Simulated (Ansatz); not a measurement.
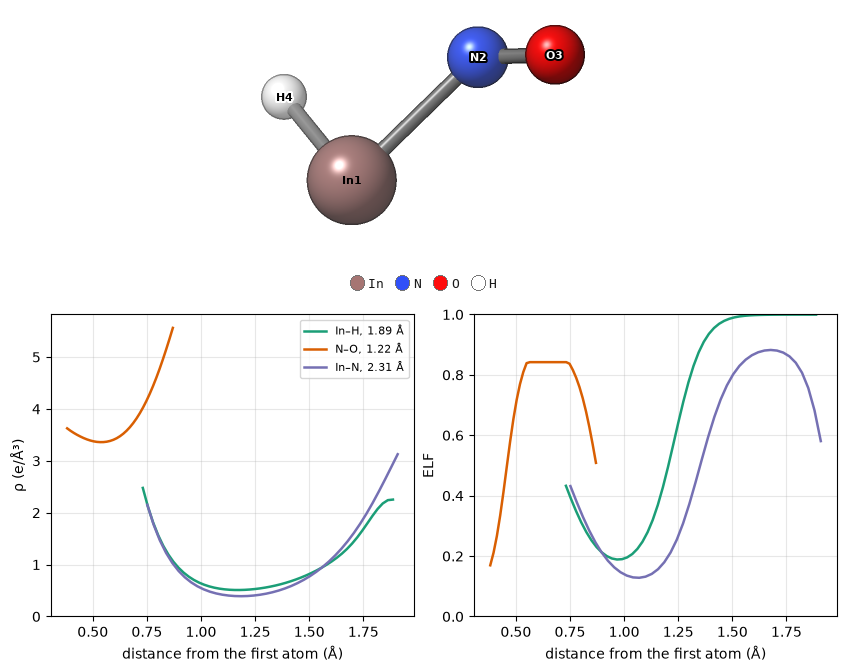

HInNO (SMILES [O-][N-][InH+]) (charge −1, triplet). Electron density and ELF along straight lines between neighbouring atoms. The curves leave out the atomic cores. The structure is drawn too.

Geometry: PBE0-D3(BJ)/def2-SVPD; core potentials replace the inner electrons of In.

Level of theory: Ansatz, isolated molecule in a Gaussian basis; Kohn-Sham density functional theory, functional PBE0.

```xyz
4

In    0.9932    0.7660   -3.0568
N    -0.7211    0.0377   -1.6844
O    -1.9134   -0.1150   -1.8986
H     2.2090    0.5569   -1.6291
```

**Compare the contacts.**

In–H (1.89 Å): ρ is about 0.77 e/Å³ halfway; the ELF climbs to about 1 towards the hydrogen.
N–O (1.22 Å): ρ at the midpoint is about 3.4 e/Å³; the ELF peaks at about 0.85 between the atoms (localised, covalent bonding).
In–N (2.31 Å): ρ at the midpoint is about 0.39 e/Å³; the ELF peaks at about 0.90 in the valence shell of N, 0.6 Å from its nucleus, and drops to about 0.15 between the two atoms.
